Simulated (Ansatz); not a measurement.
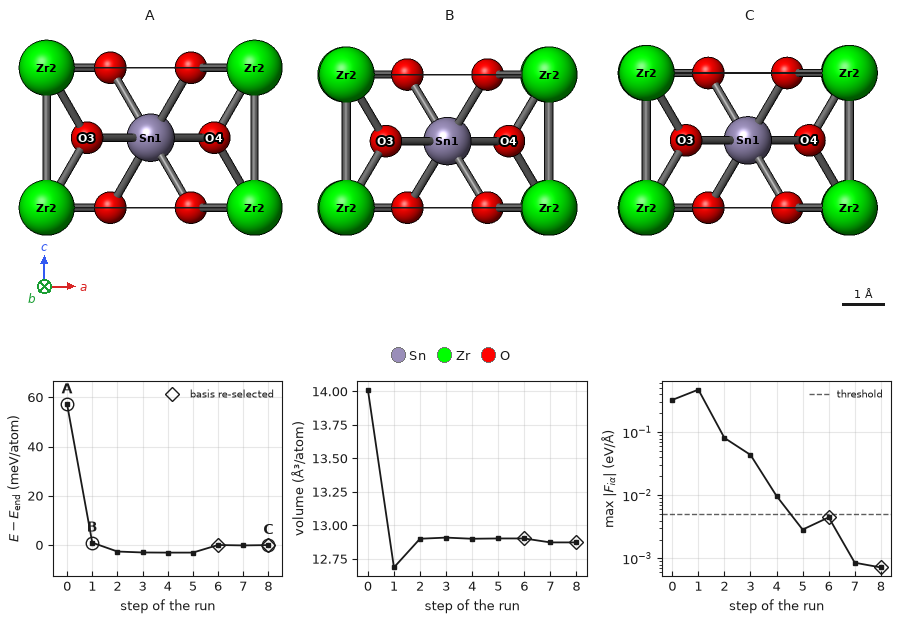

Frames of a relaxation of a crystal of ZrSnO4 (built on the rutile host type), marked on the history of the run. The picture is a ball-and-stick view of the cell of the calculation, seen along the b axis.

Level of theory: Ansatz 0.2.0, DFT, PBE, plane waves, PAW.

Input file:
```yaml
crystal:
  lattice:
    - [3.53463397, -3.53463397, 0.0]
    - [3.53463397, 3.53463397, 0.0]
    - [0.0, 0.0, 3.36495885]
  atoms:
    - { symbol: Sn, position: [0.5, 0.5, 0.5] }
    - { symbol: Zr, position: [0.0, 0.0, 0.0] }
    - { symbol: O, position: [0.1940277, 0.1940277, 0.5] }
    - { symbol: O, position: [0.8059723, 0.8059723, 0.5] }
    - { symbol: O, position: [0.6940277, 0.3059723, 0.0] }
    - { symbol: O, position: [0.3059723, 0.6940277, 0.0] }
kpoints:
  mp_grid: { grid: [6, 6, 8] }
hamiltonian:
  xc: pbe
scf:
  occupations: { method: fermi_dirac, width: 0.02 }
relax:
  f_tol: 0.005
  cell: {}
```

Launched with:
```bash
ansatz run input.yaml --threads 2 --pin off --max-ram 29491MiB --backend cpu --events-out ev --progress --plain --runs-dir out
```

Question: Describe the path.

Answer: The largest moves relative to the cell, 0.005 Å, are those of O3 and O4. O3 goes along [1 1 0]. Sn and Zr stay in place. The drawn cell changes as follows: a = b 4.999 → 4.884 Å (−2.3 %), c 3.365 → 3.238 Å (−3.8 %), γ 90.0° → 90.5°; the volume changes by −8.1 %. Some distances before and after: Zr2–Zr2 3.365 → 3.238 Å, Zr2–O3 2.171 → 2.101 Å, Sn1–O5 2.171 → 2.103 Å, Sn1–O3 2.163 → 2.098 Å. The space group stays Cmmm (No. 65). After 6 accepted moves (8 points after the start) the energy has fallen by 57.1 meV per atom. Largest force component: 0.33 eV/Å at the start, 0.00072 eV/Å at the end. The pressure goes from −13.81 to −0.01 GPa. The SCF was repeated twice at an unchanged geometry on a basis and grid sized afresh for the cell, which shifted the energy by 3.1 meV per atom at most. From step 0 to 1: O atoms move most (0.02 Å), volume −9.5 %, energy −56.1 meV per atom. From step 1 to 8: O atoms move most (0.02 Å), volume +1.5 %, energy −1.0 meV per atom.
